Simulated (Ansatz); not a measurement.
**AsBH$_{4}$O$_{2}$···H$_{2}$O: density, localisation and related maps**

Input

```
crystal:
  periodic: [false, false, false]
  atoms:
    - {symbol: B, position_ang: [0.343640, -0.525966, -0.748112]}
    - {symbol: O, position_ang: [0.367175, 1.764244, 2.053223]}
    - {symbol: O, position_ang: [0.807716, 0.750870, -0.619463]}
    - {symbol: O, position_ang: [0.779169, -1.242644, -1.819331]}
    - {symbol: H, position_ang: [-0.398361, 2.338960, 1.996133]}
    - {symbol: As, position_ang: [-0.844394, -1.289947, 0.743024]}
    - {symbol: H, position_ang: [0.616739, 1.586830, 1.137491]}
    - {symbol: H, position_ang: [1.413612, 0.993008, -1.329061]}
    - {symbol: H, position_ang: [0.407053, -2.123710, -1.884493]}
    - {symbol: H, position_ang: [-1.670450, -2.120210, -0.236408]}
    - {symbol: H, position_ang: [-1.822100, -0.131337, 0.707097]}
basis:
  gaussian: {orbitals: def2-TZVPP}
hamiltonian: {xc: pbe0, dispersion: d4}
output: {orbitals: {seedname: orbitals}}
```

Launched as:

```sh
ansatz run in.yaml --threads 8 --pin off --events-out ev --progress --plain --max-ram 19148MiB
```

The product side of a reaction path; geometry: PBE0-D4/def2-TZVP.

All numbers below come from RKS PBE0-D4/def2-TZVPP in Ansatz 0.2.0.

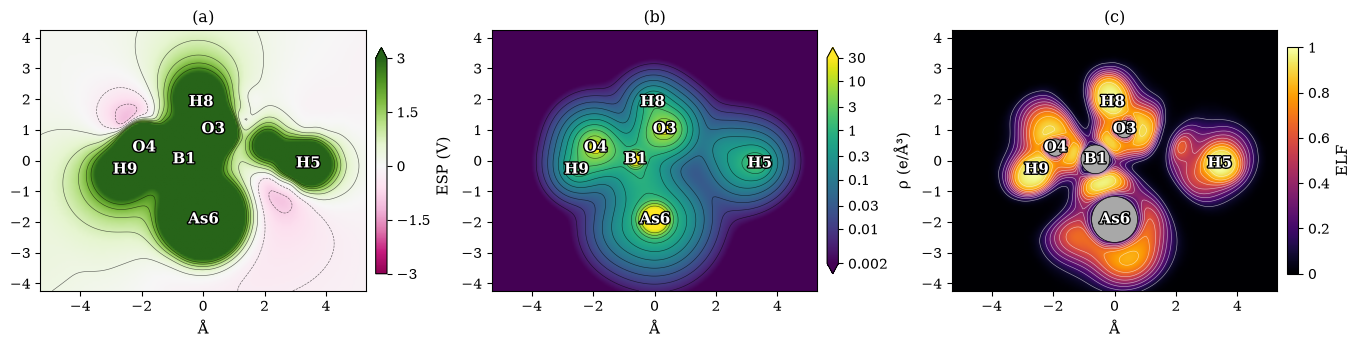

Figure 1. (a) electrostatic potential; (b) electron density; (c) electron localisation function on the plane of atoms O4, B1 and As6. Grey discs cover the atomic cores in the ELF map.

> Describe what can be read from this map.

Atoms in the plane: B, O, H and As. B–O (1.36 Å): the density is about 2.1 e/Å³ at the midpoint; the ELF peaks at about 0.90 between the atoms: a polar covalent bond. B–As (2.05 Å): ρ is about 0.84 e/Å³ halfway; the ELF peaks at about 0.95 between the atoms (localised, covalent bonding). O–H (0.96 Å): ρ at the midpoint is about 3.9 e/Å³; the ELF climbs to about 1 towards the hydrogen, as it does in any bond to H: a covalent bond by its length. The ELF also peaks beside As6 and O4, away from the bonds: lone-pair regions. Outside the dense part of the complex the potential is most negative (−1.1 V) near O4.

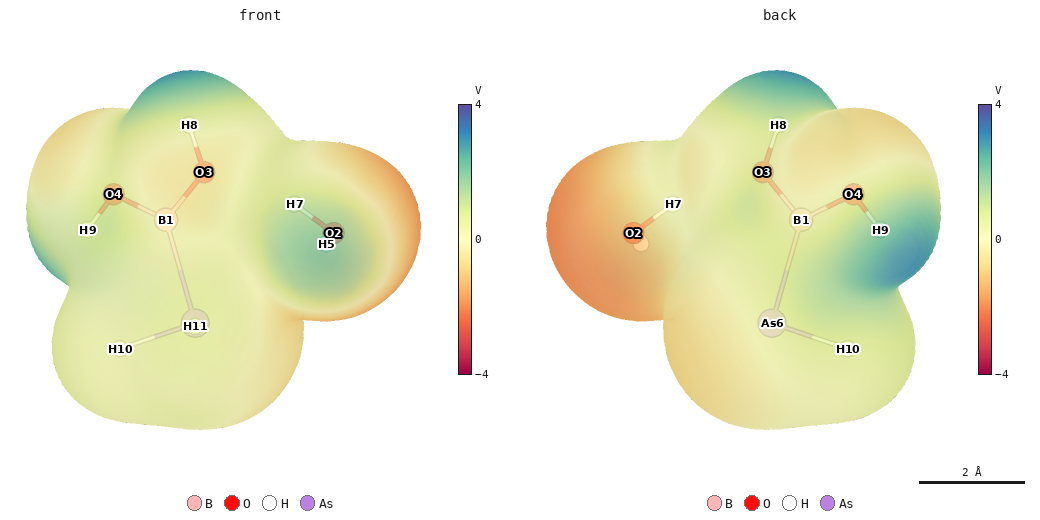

Figure 2. The electrostatic potential painted on the density surface at 0.002 e/bohr³, seen from the front and from behind; the colour scale runs from red (negative) to blue (positive).

> Where is the surface potential most negative and most positive?

The most negative region (about −2.0 V) lies over O2, the most positive (about +3.0 V) over H9. O2 is the likeliest acceptor of a hydrogen bond.

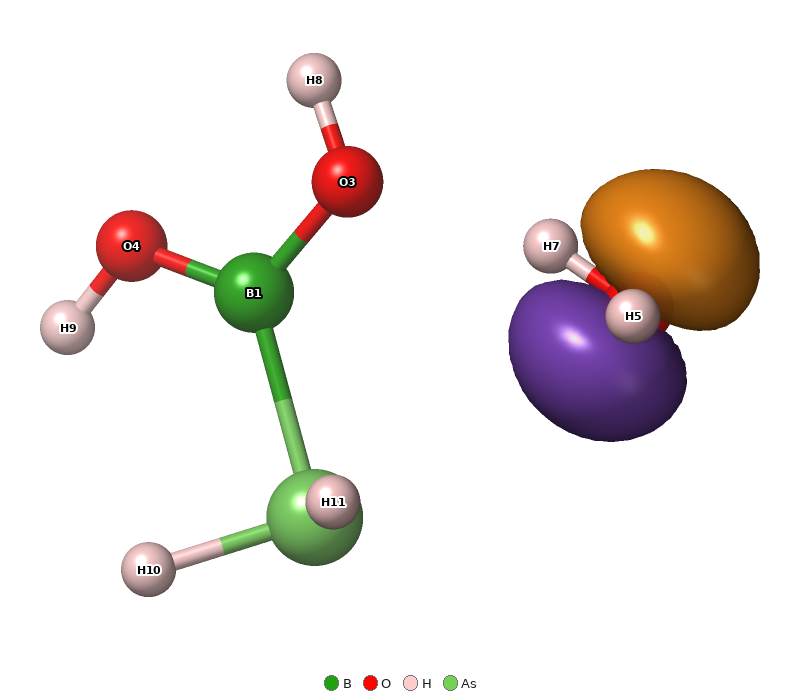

Figure 3. The HOMO−1 at ±0.2 Å⁻³ᐟ² (orange and purple are the two phases), seen at a tilt.

> What is the character of this orbital?

By Hirshfeld shares it lies mainly on O2 (about 85 %); largely a lone pair of O2. Its energy is −8.39 eV.
